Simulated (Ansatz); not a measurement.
**H₇N₃OZr: density, localisation and related maps**

Input

```
crystal:
  periodic: [false, false, false]
  atoms:
    - {symbol: N, position_ang: [1.064877, 1.068726, 1.268558]}
    - {symbol: "N", position_ang: [-1.817167, -0.436266, 0.796995]}
    - {symbol: "N", position_ang: [0.916076, -1.660838, -0.555797]}
    - {symbol: O, position_ang: [-0.365607, 1.153174, -1.703452]}
    - {symbol: Zr, position_ang: [-0.064302, 0.080545, -0.121110]}
    - {symbol: H, position_ang: [1.843615, 1.692028, 1.063898]}
    - {symbol: H, position_ang: [0.867038, 1.133039, 2.264199]}
    - {symbol: H, position_ang: [-2.068108, -1.364240, 1.129362]}
    - {symbol: H, position_ang: [-2.640780, 0.157193, 0.876348]}
    - {symbol: H, position_ang: [0.782158, -2.221991, -1.394829]}
    - {symbol: H, position_ang: [1.710537, -2.042881, -0.048382]}
    - {symbol: H, position_ang: [-0.515018, 1.686009, -2.481147]}
basis:
  gaussian:
    orbitals: def2-TZVPD
hamiltonian:
  xc: pbe0
output: {forces: true, orbitals: {seedname: orbitals}}
```

Command:

```sh
ansatz run input.yaml --threads 2 --pin off --max-ram 5220MiB --events-out events.jsonl --progress --plain --runs-dir runs
```

Geometry: PBE0-D4/def2-SVP; core potentials replace the inner electrons of Zr.

These are results of Ansatz 0.2.0, isolated molecule in a Gaussian basis; Kohn-Sham density functional theory, functional PBE0, not measurements.

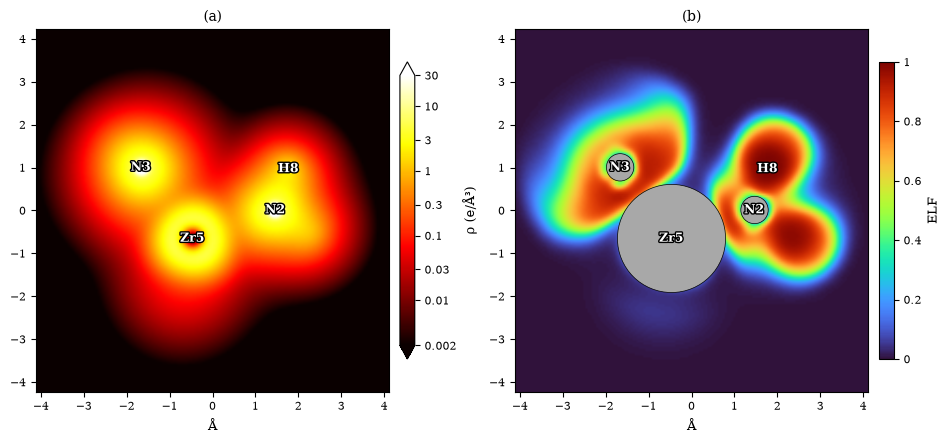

Figure 1. (a) electron density; (b) ELF on the plane of atoms N2, Zr5 and N3. Grey discs cover the atomic cores in the ELF map.

> Describe what can be read from this map.

The plane passes through N, Zr and H nuclei. Zr–N (2.05 Å): ρ is about 0.81 e/Å³ halfway; the ELF peaks at about 0.90 in the valence shell of N, 0.6 Å from its nucleus, and drops to about 0.25 between the two atoms. N–H (1.02 Å): the density is about 2.8 e/Å³ at the midpoint; the ELF climbs to about 1 towards the hydrogen, as it does in any bond to H; a covalent bond by its length.

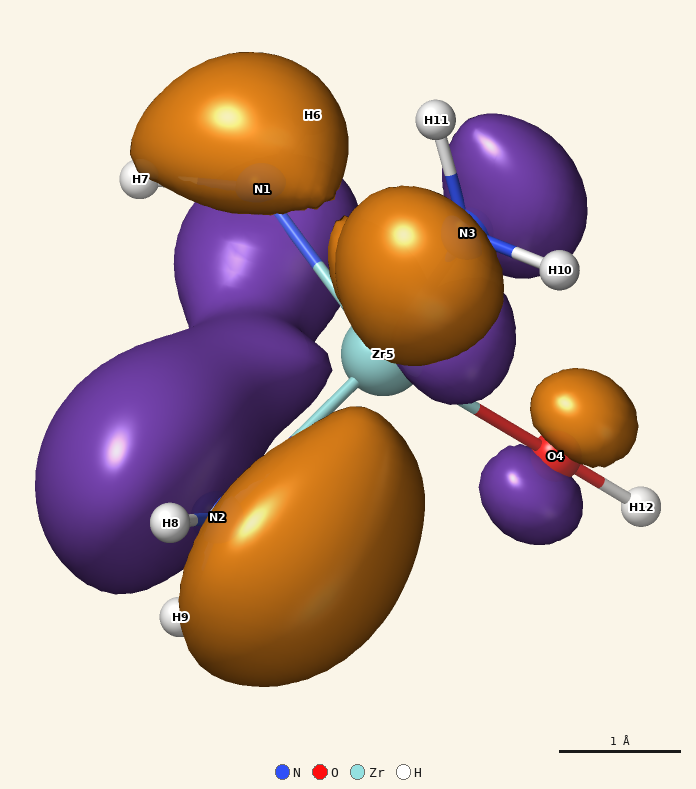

Figure 2. The HOMO−1 at ±0.1 Å⁻³ᐟ² (orange and purple are the two phases), seen at an oblique angle.

> Describe this orbital and give its energy.

Its weight (Hirshfeld) is mainly on N2 (about 45 %), Zr5 (about 15 %), N3 (about 10 %) and N1 (about 10 %). It is one of a degenerate set, so its orientation is arbitrary. Its energy is −7.14 eV.
